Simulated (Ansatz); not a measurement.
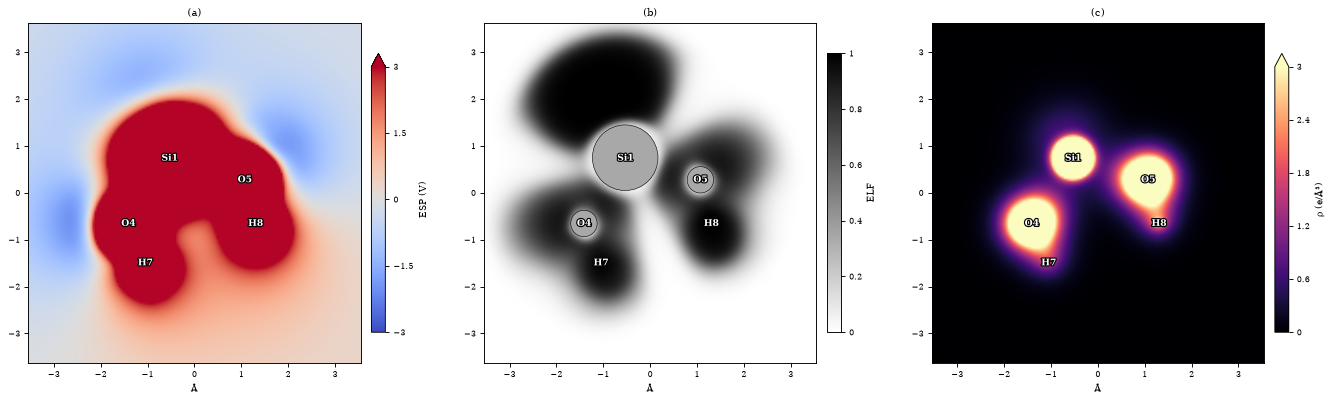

Figure. H2O2Si···H2O. (a) electrostatic potential; (b) electron localisation function; (c) total electron density on the plane of atoms Si1, O5 and H8. Grey discs cover the atomic cores in the ELF map.

The product side of a reaction path; geometry: PBE0-D4/def2-TZVP.

All numbers below come from RKS PBE0-D4/def2-TZVPP (Ansatz).

The calculation's input:

```
crystal:
  periodic: [false, false, false]
  atoms:
    - {symbol: Si, position_ang: [-0.759192, -0.051546, 0.969012]}
    - {symbol: O, position_ang: [0.231777, -1.114888, -0.968112]}
    - {symbol: H, position_ang: [-0.403914, -0.805659, -1.622727]}
    - {symbol: O, position_ang: [0.739037, 0.198109, 1.634165]}
    - {symbol: O, position_ang: [-1.005299, 1.224120, -0.082995]}
    - {symbol: H, position_ang: [0.112330, -2.067798, -0.904490]}
    - {symbol: H, position_ang: [1.404027, 0.734651, 1.194708]}
    - {symbol: H, position_ang: [-0.318765, 1.883012, -0.219563]}
basis:
  gaussian: {orbitals: def2-TZVPP}
hamiltonian: {xc: pbe0, dispersion: d4}
output: {orbitals: {seedname: orbitals}}
```

Launched as:

```sh
ansatz run in.yaml --threads 2 --pin off --events-out ev --progress --plain --max-ram 4352MiB
```

What does the map show?

Answer. The plane passes through Si, O and H nuclei. Si–O (1.66 Å): ρ is about 1.1 e/Å³ halfway; the ELF peaks at about 0.85 between the atoms: a shared but strongly polarised pair. O–H (0.96 Å): ρ at the midpoint is about 3.8 e/Å³; the ELF climbs to about 1 towards the hydrogen, as it does in any bond to H (a covalent bond by its length). The ELF also peaks beside O4, O5 and Si1, away from the bonds: lone-pair regions. Outside the dense part of the complex the potential is most negative (−2.0 V) near O4.
